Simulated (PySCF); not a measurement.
C5H6ClF

Input file:

```
{"job": {"kind": "uv", "xc": "PBE0", "basis": "def2-SVPD", "nstates": 6, "ntriplets": 2}, "charge": 0, "multiplicity": 1}
F      1.384808     1.909803     0.450542
C      1.291098     0.553388     0.384313
C      1.163768    -0.075590    -0.979128
C      0.015606    -0.061989    -0.033624
C     -0.963733    -1.027581     0.525501
C     -1.420802     0.278099    -0.077436
Cl    -2.052514     1.525071     0.991155
H      1.902365     0.101364     1.157281
H      1.127415     0.593133    -1.826322
H      1.679994    -1.005472    -1.164641
H     -1.020090    -1.130877     1.598998
H     -1.169369    -1.937618    -0.019600
H     -1.942935     0.278758    -1.024765
```

Run with:

```sh
OMP_NUM_THREADS=1 python probes_run.py task.json out
```

Geometry: GFN2-xTB.

Computed with PBE0/def2-SVPD, SCF density, gas phase (PySCF).

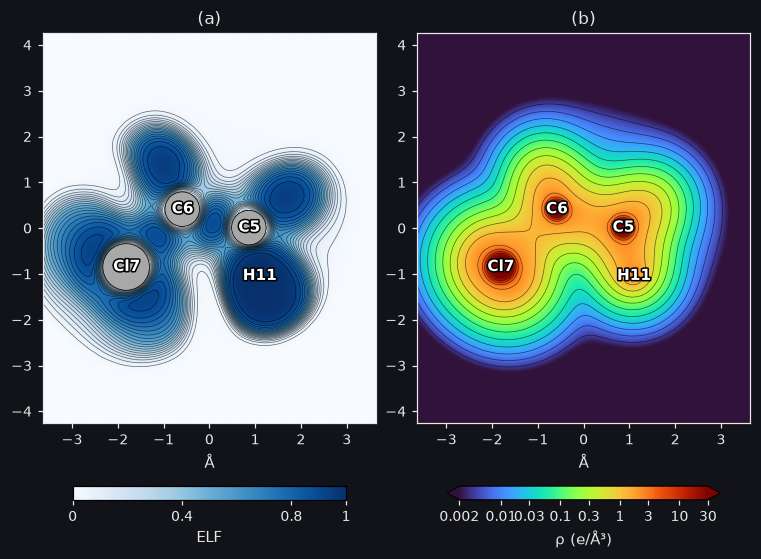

Figure 1. (a) electron localisation function; (b) total electron density on the plane of atoms C6, C5 and H11. Grey discs cover the atomic cores in the ELF map.

### What does the map show?

- Atoms in the plane: C, Cl and H.
- C–Cl (1.76 Å): ρ at the midpoint is about 1.4 e/Å³; the ELF peaks at about 0.90 between the atoms: a shared electron pair.
- C–H (1.08 Å): ρ is about 2 e/Å³ halfway; the ELF climbs to about 1 towards the hydrogen, as it does in any bond to H: an ordinary covalent bond to hydrogen.
- The ELF also peaks beside Cl7, away from the bonds: lone-pair regions.

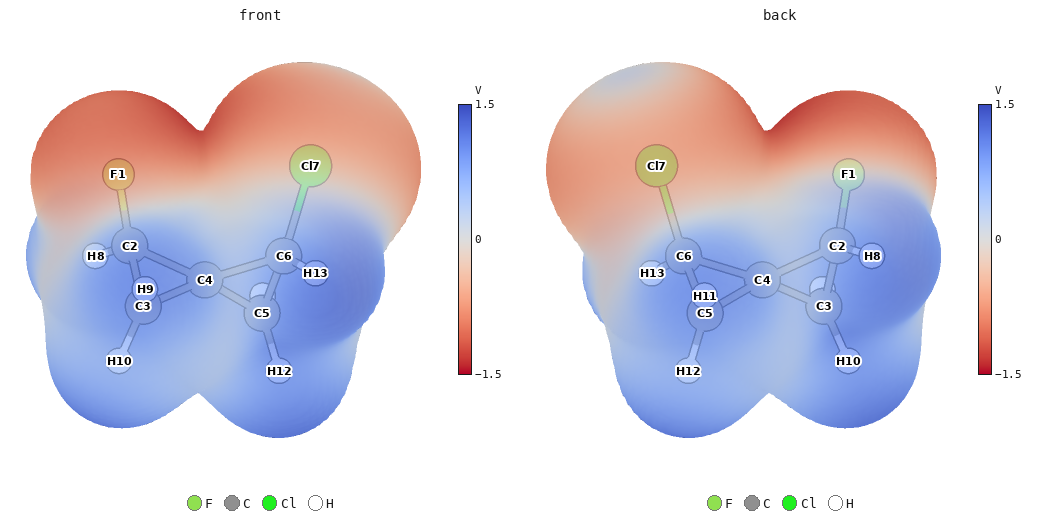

Figure 2. The molecular electrostatic potential painted on the density surface at 0.002 e/bohr³, seen from the front and from behind; the colour scale runs from red (negative) to blue (positive).

### Which sites attract a positive test charge, and which a negative one?

A positive charge is drawn to the negative regions and a negative charge to the positive ones. The most negative region (about −1.3 V) lies over F1, the most positive (about +1.2 V) over H8 and H13. Cl7 shows a σ-hole: about +0.2 V at the tip opposite its bond, against about −0.8 V on its flanks.

### How polar is the molecule by this calculation?

Its dipole moment is 3.37 D.
